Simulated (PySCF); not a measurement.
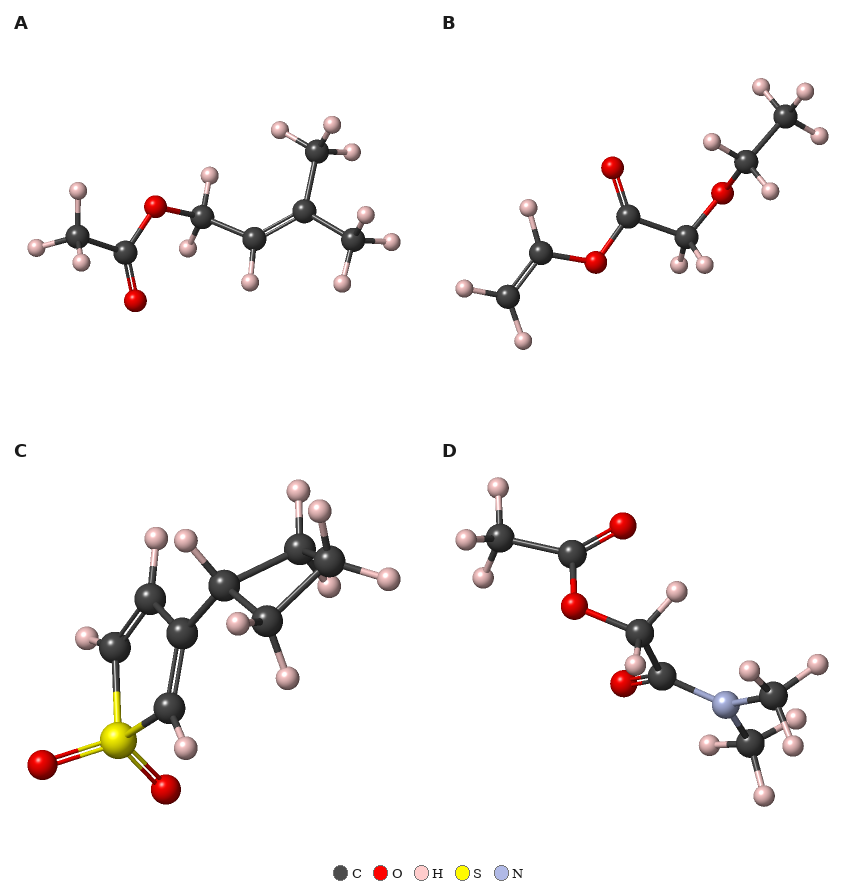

The picture comes from a calculation with PySCF.

Question: Match each picture to its SMILES.
(1) C=COC(=O)COCC
(2) CC(=O)OCC(=O)N(C)C
(3) CC(=O)OCC=C(C)C
(4) O=S1(=O)C=CC(C2CCC2)=C1

Answer: A is (3), B is (1), C is (4), D is (2).
